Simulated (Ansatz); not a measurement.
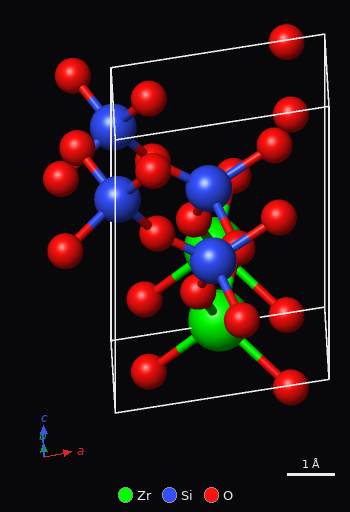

A crystal of ZrSi2O6 (a generated structure, set up in P1) (coarse preliminary run), before the relaxation. A ball-and-stick model of the cell of the calculation, reduced to other axes, repeated 1 × 2 × 1 with one cell outlined, seen from a free direction. Lengths and directions refer to the drawn axes.

Level of theory: DFT PBE, scalar-relativistic, plane waves, PAW (Ansatz 0.2.0).

The input:
```yaml
crystal:
  lattice:
    - [-5.2769404238, 0.0070517663, 0.023221067]
    - [2.6452090816, -5.0350671642, -0.0101304409]
    - [-0.0269120645, -0.0017950005, 6.1568861669]
  atoms:
    - { symbol: Zr, position: [0.4967976846, 0.9897692778, 0.014783958] }
    - { symbol: Si, position: [0.981633874, 0.5132922494, 0.3641290269] }
    - { symbol: Si, position: [0.5147964809, 0.4939072103, 0.6493242658] }
    - { symbol: O, position: [0.4295955597, 0.2471675635, 0.7986273972] }
    - { symbol: O, position: [0.2288487105, 0.4535794688, 0.5002238858] }
    - { symbol: O, position: [0.1437020883, 0.7406783368, 0.1987571162] }
    - { symbol: O, position: [0.5900493856, 0.7525818006, 0.7912544707] }
    - { symbol: O, position: [0.7839136688, 0.5758995687, 0.4788569788] }
    - { symbol: O, position: [0.8306625475, 0.233124524, 0.2040429005] }
basis:
  ecutwfc: 420
kpoints:
  mp_grid: { grid: [4, 4, 2] }
hamiltonian:
  xc: pbe
scf:
  occupations: { method: gaussian, width: 0.1 }
  lower_state_search: "off"
output:
  forces: true
  stress: true
  eigenvalues: true
relax:
  adjacent_minimum: "off"
  f_tol: 0.025
  max_steps: 60
  cell: { stress_tol: 0.25 }
```

Run as
```bash
ansatz run input.yaml --threads 1 --pin off --max-ram 2560MiB --backend cpu --events-out ev --progress --plain --runs-dir out
```

### Predict the outcome.

O5 moves most relative to the cell: 0.56 Å along [−1 0 1]. Largest moves by element: O 0.56 Å, Zr 0.23 Å, Si 0.18 Å. Cell: a 5.277 → 5.010 Å (−5.1 %), b 5.675 → 5.581 Å (−1.7 %), c 6.157 → 5.903 Å (−4.1 %), α 89.7° → 88.4°, β 89.5° → 90.0°, γ 62.4° → 63.3°. Volume −9.8 %. Among the contacts that change: Si2–O8 1.430 → 1.640 Å, Zr1–O4 2.132 → 1.957 Å, Zr1–O7 2.133 → 1.967 Å, Zr1–O6 2.068 → 1.957 Å. Bond angles that change, for instance: Si2–O5–Si3 162.7° → 141.9°, O5–Si2–O8 121.2° → 108.4°, O5–Si2–O9 99.6° → 110.2°. The space group (tolerance 0.01 Å) goes from P1 (No. 1) to C2 (No. 5). After 11 accepted moves (14 points after the start) the energy has fallen by 272 meV per atom. The largest force component goes from 11 to 0.011 eV/Å. Pressure: −0.69 GPa at the start and −0.02 GPa at the end. The line search rejected the trial step at point 8 of the run. At 2 points the geometry stayed and the basis and grid were re-selected for the new cell (energy shift of 2.6 meV per atom at most each time).

The structure at the end:

```
CELL_PARAMETERS angstrom
-5.00978 0.00010 0.00075
2.50505 -4.98651 0.07560
-0.00057 -0.09301 5.90191
ATOMIC_POSITIONS crystal
Zr 0.54228 0.00008 0.00000
Si 0.98630 0.50567 0.34532
Si 0.48049 0.49427 0.65468
O 0.43136 0.22337 0.79749
O 0.15431 0.46020 0.56871
O 0.20825 0.77675 0.20274
O 0.62820 0.75372 0.81587
O 0.69402 0.53954 0.43127
O 0.87478 0.24640 0.18393
```

After the run, drawn alike:

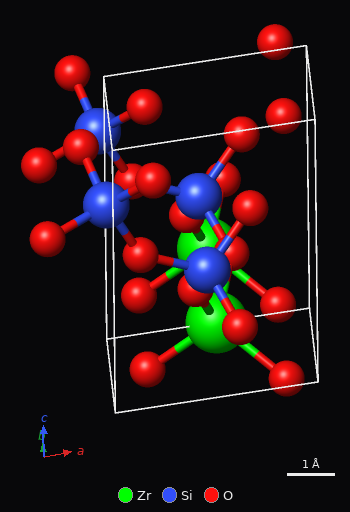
